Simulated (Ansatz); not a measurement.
# TiRh: how well frozen cores do, part 1 of 2

Aim: solve TiRh at one geometry with full-potential LAPW, PAW on the default files and datasets made for this crystal, and see where they agree.

Computed with Ansatz 0.2.0 (DFT PBEsol, scalar-relativistic, unless a step's input says otherwise).

## 1. The system as given

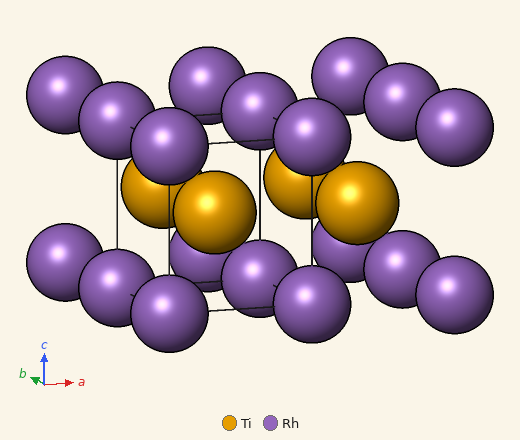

The starting structure, seen slightly off an axis (titanium amber, rhodium purple). 2×2×1 cells are drawn. Atoms on the faces are drawn again on the opposite ones.

Coordinates:

```cif
data_structure
_symmetry_space_group_name_H-M 'P 1'
_symmetry_Int_Tables_number 1
_cell_length_a 2.9880
_cell_length_b 2.9880
_cell_length_c 3.3500
_cell_angle_alpha 90.000
_cell_angle_beta 90.000
_cell_angle_gamma 90.000
_cell_volume 29.91
loop_
_atom_site_label
_atom_site_type_symbol
_atom_site_fract_x
_atom_site_fract_y
_atom_site_fract_z
_atom_site_occupancy
Ti1 Ti 0.50000 0.50000 0.50000 1
Rh1 Rh 0.00000 0.00000 0.00000 1
```

The cell comes from a crystallographic database entry that wasn't checked; take it as a given geometry, which may be far from equilibrium.

Atoms are numbered in the order of the input: Ti1, Rh2.

## 2. Full-potential LAPW

Contents of input.yaml:

```yaml
crystal:
  lattice:
    - [2.988, 0.0, 0.0]
    - [0.0, 2.988, 0.0]
    - [0.0, 0.0, 3.35]
  atoms:
    - { symbol: Ti, position: [0.5, 0.5, 0.5] }
    - { symbol: Rh, position: [0.0, 0.0, 0.0] }
kpoints:
  mp_grid: { grid: [11, 11, 10] }
  band_path:
    path:
      - [0.0, 0.0, 0.0]
      - [0.0, 0.5, 0.0]
      - [0.5, 0.5, 0.0]
      - [0.0, 0.0, 0.0]
      - [0.0, 0.0, 0.5]
      - [0.0, 0.5, 0.5]
      - [0.5, 0.5, 0.5]
      - [0.0, 0.0, 0.5]
      - [0.0, 0.5, 0.0]
    npoints: 14
scf:
  occupations: { method: fermi_dirac, width: 0.05 }
hamiltonian:
  xc: pbesol
  pseudopotentials: { kind: all_electron, lapw: { basis_error: 0.001 } }
output:
  forces: true
  stress: true
  eigenvalues: true
  populations: true
  dos: { projected: true, de: 0.2, e_range: [-14, 8] }
```

On the command line:

```
$ ansatz run input.yaml --threads 1 --pin off --max-ram 3072MiB --backend cpu --events-out ev --progress --plain --runs-dir out
```

Log:

```text
Ti: projections on atomic orbitals take those of the free atom 1s2 2s2 2p6 3s2 3p6 3d2 4s2, of charge +0.00 (hamiltonian.pseudopotentials.projection_atoms)
Rh: projections on atomic orbitals take those of the free atom 1s2 2s2 2p6 3s2 3p6 3d10 4s2 4p6 4d8 5s1, of charge +0.00 (hamiltonian.pseudopotentials.projection_atoms)
LAPW: plane waves up to 8.314 Å⁻¹, error target 1.0e-3 eV per atom; small_component_spin mean_spin; Ti in spheres of 1.321 Å, 12 of its electrons in bands, Dirac shells []; Rh in spheres of 1.375 Å, 27 of its electrons in bands, Dirac shells []
Engine: ansatz 0.2.0
Pseudopotentials: kind: all_electron
Pseudopotential: Ti, LAPW, valence charge 12, Koelling and Harmon's equation, gaussian nucleus
Pseudopotential: Rh, LAPW, valence charge 27, Koelling and Harmon's equation, gaussian nucleus
Functional definition: PBEsol
  exchange = pbesol_x
  correlation = pbesol_c
Crystal: 2 atoms, lattice volume = 29.909 Å³
Basis set: ecut = 263.3745121730864 eV, 277 PW (Γ), exchange–correlation at level 2
Bands: 24, of which v1, the nominal top of the filled ones, is band 20 counted from 1 (19 counted from 0)
Symmetry: 16 space group operations
Space group: P4/mmm (ITA 123), of the structure as read, at distance tolerance 3.1e-5 Å
k-points: 126 of 1210
Non-local potential: Ti, projectors of the file, none
Non-local potential: Rh, projectors of the file, none
Initial density: superposition of atomic densities (chi_scale 0.1, normalization cell, long waves kept (reshape's long-wave potential 0.00 eV rms))
Initial wavefunctions: plane waves of lowest kinetic energy (no species holds an atomic orbital)
Functional: x = pbesol(κ = 0.804, μ = 0.12345679012345678), c = pbesol(β = 0.046)
iter 1 solved again at ethr=2.62e-3 eV; its pass at ethr=1.00e-1 eV (dr2=1.02e0 eV) is discarded
SCF iter   1: F=—  HF=-153333.358612 eV  |F-HF|=—  |Δ(HF+E_count)|=         —  Δρ=5.41e-2  dr2=1.02e0  ethr=2.62e-3  ⟨swp⟩=2.0  Hψ=20418  notcnv=0
preconditioner: auto → Kerker (q_TF=auto, 2.852 Å⁻¹)  [metal: Δε(μ)=0.050 eV  Ē_g=4.781 eV  σ=0.050 eV  W_gap=0.24  n_scr=14 (ndim 8)  ℏωp=24.5 eV  f_vac=0.000  D(μ)=1.95/eV (n_scr^D=18)]
SCF iter   2: F=—  HF=-153334.424750 eV  |F-HF|=—  |Δ(HF+E_count)|=    1.07e0  Δρ=9.19e-2  dr2=4.69e0  ethr=2.62e-3  ⟨swp⟩=2.4  Hψ=9031  notcnv=0  recentre
iter 3 solved again at ethr=2.21e-4 eV; its pass at ethr=2.62e-3 eV (dr2=8.60e-2 eV) is discarded
SCF iter   3: F=—  HF=-153332.326038 eV  |F-HF|=—  |Δ(HF+E_count)|=    2.10e0  Δρ=1.91e-2  dr2=8.62e-2  ethr=2.21e-4  ⟨swp⟩=2.0  Hψ=15330  notcnv=0
SCF iter   4: F=—  HF=-153332.226649 eV  |F-HF|=—  |Δ(HF+E_count)|=         —  Δρ=6.97e-3  dr2=1.54e-2  ethr=2.21e-4  ⟨swp⟩=2.0  Hψ=9538  notcnv=0
the basis was enlarged: its passes take 318.1 KiB over the memory plan, 1 of 1 planned eigensolver slots
SCF iter   5: F=—  HF=-153332.224806 eV  |F-HF|=—  |Δ(HF+E_count)|=   1.84e-3  Δρ=2.72e-3  dr2=2.23e-3  ethr=3.94e-5  ⟨swp⟩=2.0  Hψ=9111  notcnv=0
SCF iter   6: F=—  HF=-153332.224580 eV  |F-HF|=—  |Δ(HF+E_count)|=   2.25e-4  Δρ=9.72e-4  dr2=4.13e-4  ethr=5.73e-6  ⟨swp⟩=2.0  Hψ=9113  notcnv=0
SCF iter   7: F=—  HF=-153332.224547 eV  |F-HF|=—  |Δ(HF+E_count)|=   3.35e-5  Δρ=2.90e-4  dr2=2.31e-5  ethr=1.06e-6  ⟨swp⟩=2.0  Hψ=9113  notcnv=0
SCF iter   8: F=—  HF=-153332.224539 eV  |F-HF|=—  |Δ(HF+E_count)|=   8.42e-6  Δρ=8.87e-5  dr2=2.53e-6  ethr=5.92e-8  ⟨swp⟩=2.0  Hψ=9113  notcnv=0
SCF iter   9: F=—  HF=-153332.224539 eV  |F-HF|=—  |Δ(HF+E_count)|=   5.22e-7  Δρ=6.65e-5  dr2=2.54e-6  ethr=6.49e-9  ⟨swp⟩=2.0  Hψ=9113  notcnv=0
SCF iter  10: F=—  HF=-153332.224539 eV  |F-HF|=—  |Δ(HF+E_count)|=   4.49e-7  Δρ=2.92e-5  dr2=3.57e-7  ethr=6.49e-9  ⟨swp⟩=2.0  Hψ=9113  notcnv=0
SCF iter  11: F=-153332.224538 eV  HF=-153332.224538 eV  |F-HF|=2.42e-8  |Δ(HF+E_count)|=   1.71e-7  Δρ=6.29e-6  dr2=8.88e-9  ethr=9.16e-10  ⟨swp⟩=2.0  Hψ=9113  notcnv=0
SCF 1 converged in 11 iterations: F = -153332.224538 eV  dr2 = 8.88e-9
NSCF: frozen V_eff on 113 k-points
SCF converged after 11 iterations
Free energy (F): -153332.224538 eV
Harris-Foulkes:  -153332.224538 eV  (|F-HF|=2.42e-8)
Internal energy: -153332.205855 eV  (E = F + TS)
E sigma→0 (E₀):  -153332.215197 eV
Entropy (-TS):   -0.018683 eV (-9.342 meV/atom)
Fermi energy:    19.568409 eV
--- Per-component energies (eV) ---
  E_band       = -3001.032056
  E_kinetic    = 158968.492781
  E_xc         = -4837.244207
  E_electrostatic = -307463.454429  (all electrons and nuclei)
  E_smearing   = -0.018683  (= −TS)
  E_closure    = 0.000000  (closes the sum)
  E_atoms      = -153315.383063  (free atoms, spherical and without spin; not in F)
  Σ components = -153332.224538   (vs F -153332.224538, Δ=0.00e0)
  Basis errors (estimates in eV, not in F): energy 1.9e-4 per atom: plane waves 1.6e-4 (8.4e-5 summed), levels above the bands 1.5e-22, relativity 1.3e-8, radial functions 2.9e-5, core shells 3.5e-7; eigenvalues (radial functions only) 2.2e-6; not estimated: angular momenta, meshes, grids; target (lapw.basis_error) 1.0e-3; muffin-tin radii Ti 1.321 Å, Rh 1.375 Å
--- Forces (eV/Å), atoms counted from 1 ---
  atom   1  Ti     0.00000000     0.00000000     0.00000000
  atom   2  Rh    -0.00000000     0.00000000     0.00000000
  max |Σ_I F_I| component: 3.45e-30 eV/Å
--- Stress (GPa, compression-positive) ---
       -7.645678       0.000000       0.000000
        0.000000      -7.645678       0.000000
        0.000000       0.000000      -4.898162
  P = ⅓ Tr σ = -6.7298 GPa (-67.298 kbar)
--- Band table (eV; the first three rows and the last of 126) ---
  k-point 0: bands = ["-277.4615", "-277.4573", "-277.4437", "-277.4437", "-277.4192", "-59.2113", "-37.6511", "-27.0991", "-27.0740", "-27.0740", "-13.9535", "-13.8493", "-13.8493", "12.1081", "14.3684", "14.4892", "17.1349", "17.1349", "17.8086", "19.8865", "20.7854", "22.0944", "22.1999", "22.1999"]
  k-point 1: bands = ["-277.4615", "-277.4573", "-277.4437", "-277.4437", "-277.4192", "-59.2111", "-37.6508", "-27.1016", "-27.0736", "-27.0736", "-13.9646", "-13.8495", "-13.8495", "12.2749", "14.4672", "14.5565", "17.1457", "17.1457", "17.8426", "19.7545", "20.7591", "21.9783", "21.9783", "22.0382"]
  k-point 2: bands = ["-277.4615", "-277.4573", "-277.4437", "-277.4437", "-277.4192", "-59.2106", "-37.6501", "-27.1082", "-27.0725", "-27.0725", "-13.9934", "-13.8503", "-13.8503", "12.7526", "14.7392", "14.7475", "17.1792", "17.1792", "17.9357", "19.3977", "20.6404", "21.4608", "21.4608", "21.8875"]
  k-point 125: bands = ["-277.4615", "-277.4573", "-277.4437", "-277.4437", "-277.4192", "-59.1907", "-37.5856", "-27.1880", "-27.1877", "-27.1076", "-14.0992", "-14.0986", "-14.0052", "15.3412", "15.6859", "15.7336", "17.5843", "17.8341", "17.9066", "18.5645", "19.2943", "21.7746", "22.3101", "27.4589"]
--- Löwdin populations: 2 sites ---
  site symbol       q [e]
     0     Ti     21.6350
     1     Rh     45.1441
  spilling = 0.003297 (of n_electrons = 67.000000)
```

Run time: 19 s. Hardware: 1 thread of Intel Xeon 6975P-C (Granite Rapids), shared host; peak memory 0.53 GiB.

Read from it: pressure -6.73 GPa; no gap.

At the corners of the path (eV, zero at the Fermi level):

```csv
point,band 17,band 18,band 19,band 20,band 21,band 22,band 23
Γ,-2.43,-2.43,-1.76,0.32,1.22,2.53,2.63
X,-3.03,-2.42,-1.67,-0.95,-0.20,0.59,1.16
M,-4.13,-0.43,0.66,1.37,1.37,1.96,2.79
Γ,-2.43,-2.43,-1.76,0.32,1.22,2.53,2.63
Z,-2.25,-2.25,-1.35,-1.26,-0.46,0.76,0.76
R,-3.14,-1.31,0.09,0.51,0.57,0.76,2.46
A,-2.04,-1.58,-1.58,-1.00,-0.41,2.23,2.82
Z,-2.25,-2.25,-1.35,-1.26,-0.46,0.76,0.76
X,-3.03,-2.42,-1.67,-0.95,-0.20,0.59,1.16
```

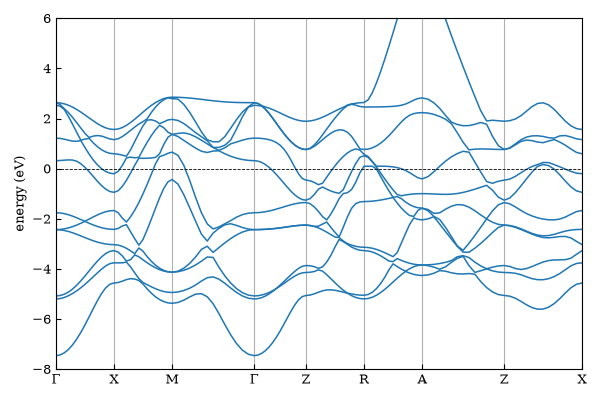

Bands along the path, counted from its Fermi level.

States per cell, counted by energy window (eV from the Fermi level, on a grid of 0.20 eV):

| from | to | total | Rh 4d | Ti 3d | Rh 5s |
| --- | --- | --- | --- | --- | --- |
| -8 | -7 | 0.01 | 0.00 | 0.00 | 0.01 |
| -7 | -6 | 0.15 | 0.00 | 0.00 | 0.07 |
| -6 | -5 | 0.43 | 0.08 | 0.03 | 0.16 |
| -5 | -4 | 2.94 | 1.88 | 0.51 | 0.26 |
| -4 | -3 | 3.34 | 2.55 | 0.60 | 0.08 |
| -3 | -2 | 3.31 | 2.53 | 0.54 | 0.11 |
| -2 | -1 | 1.54 | 0.81 | 0.43 | 0.08 |
| -1 | 0 | 1.03 | 0.34 | 0.50 | 0.06 |
| 0 | 1 | 3.25 | 0.77 | 2.26 | 0.05 |
| 1 | 2 | 2.97 | 0.46 | 2.27 | 0.12 |
| 2 | 3 | 2.44 | 0.33 | 1.98 | 0.05 |
| 3 | 4 | 0.31 | 0.05 | 0.14 | 0.04 |
| 4 | 5 | 0.16 | 0.02 | 0.05 | 0.03 |

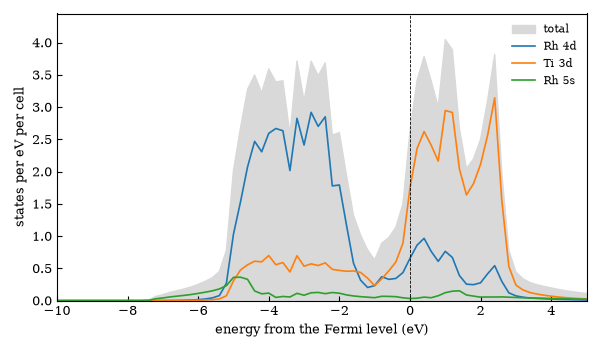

Density of states, total and projected.

(Continued in part 2 of 2.)
